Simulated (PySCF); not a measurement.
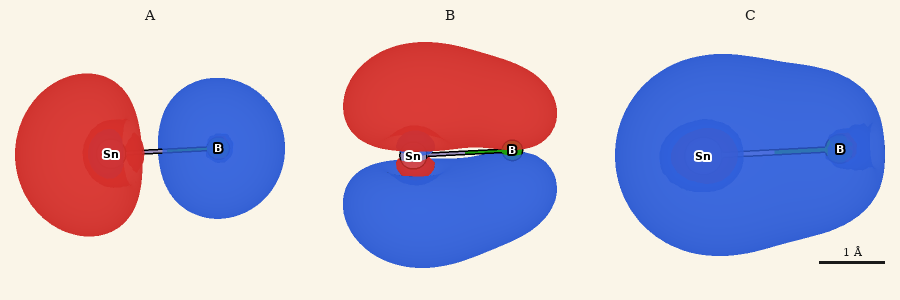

*SnB (quartet). Three frontier β-spin orbitals, each drawn at the value that holds 80 % of its norm (blue and red are the two phases), in no order; of a degenerate pair one member is drawn.*

Core potentials replace the inner electrons of Sn.

All numbers below come from PySCF 2.14.0, PBE0/cc-pVDZ(-PP), non-relativistic Hamiltonian with scalar-relativistic core potentials where named, at a bond length of 2.192 Å.

### Label each orbital by symmetry, say whether it is occupied, and order them by energy.

Orbital C: σ, occupied in this spin, −12.62 eV; shared between the atoms (Sn 65 %, B 35 %).
Orbital A: σ, occupied in this spin, −8.07 eV; shared between the atoms (Sn 55 %, B 45 %).
Orbital B: π, empty in this spin, −2.96 eV; bonding, with no node between the atoms.
